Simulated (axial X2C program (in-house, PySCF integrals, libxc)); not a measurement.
**A two-component session on NbBe: properties at the nuclei**

Wanted for NbBe: properties at the nuclei, at the two-component level.

Computed with an in-house X2C program for linear molecules on PySCF integrals. Level: two-component X2C with atomic mean-field terms, Nb dyall-cv3z, Be dyall-cv3z.

All values are calculated.

## 1. Input

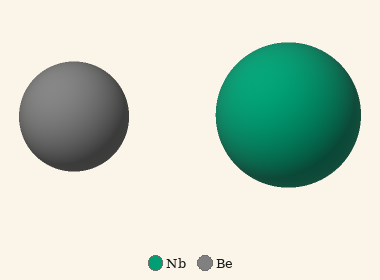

The two atoms at 2.490 Å (niobium teal, beryllium grey).

Input file task.json:

```json
{"zs": [41, 4], "q": 0, "bas": ["dyall-cv3z", "dyall-cv3z"], "r0": 2.49, "levels": ["PBE0", "HF", "PBE", "TPSSh", "B3LYP"], "nst": 3}
```

Keys: zs atomic numbers; q charge; bas basis sets; r0 starting distance in Å; levels methods (HF also brings MP2); nst determinants followed.

Run with:

```sh
python soeom.py task.json out
```

After this run come: Expectation values, lowest determinant; Expectation values, a higher determinant; Expectation values, a higher determinant.

Before running it: what results should come out? Wanted: lowest determinant; Eeff magnitude; Ws magnitude Nb; A∥/gI Nb; qzz Nb; higher determinant (for each run or level that gives them).

The runs gave:

| quantity | value |
| --- | --- |
| lowest determinant | Ω = 1/2 (excess of +ω over −ω: ω = 1/2) |
| Eeff magnitude (GV/cm), PBE0 | 2 |
| Ws magnitude Nb (kHz), PBE0 | 1.81 |
| A∥/gI Nb (MHz), PBE0 | 1850 |
| qzz Nb (a.u.), PBE0 | -2.24 |
| higher determinant | Ω = 9/2 (excess of +ω over −ω: ω = 1/2, ω = 3/2, ω = 5/2) |
| Eeff magnitude (GV/cm), PBE0, higher determinant | 1.98 |
| Ws magnitude Nb (kHz), PBE0, higher determinant | 0.199 |
| A∥/gI Nb (MHz), PBE0, higher determinant | 447 |
| qzz Nb (a.u.), PBE0, higher determinant | -2.29 |
| higher determinant | Ω = 5/2 (excess of +ω over −ω: ω = 5/2) |
| Eeff magnitude (GV/cm), PBE0, higher determinant | 1.67 |
| Ws magnitude Nb (kHz), PBE0, higher determinant | 0.308 |
| A∥/gI Nb (MHz), PBE0, higher determinant | 448 |
| qzz Nb (a.u.), PBE0, higher determinant | 1.11 |

In the first state, the effective field runs from 1.81 to 2.14 GV/cm over the mean-field levels. The expectation values come from single determinants, which for open shells can mix terms of unlike spin or miss the lowest Ω, so a determinant need not be a state. Eeff is the effective electric field on the electron dipole moment in this Ω state and Ws the scalar–pseudoscalar constant (defined with the proton number Z and per Ω); A∥ is the parallel hyperfine constant, which follows by multiplying with the nuclear g factor gI = μI/(I μN); qzz is the electric field gradient, eQq0 = 234.96 MHz × Q/barn × qzz; μ is positive if Be is the positive end. The operators were transformed with the bare-nucleus X2C matrices.
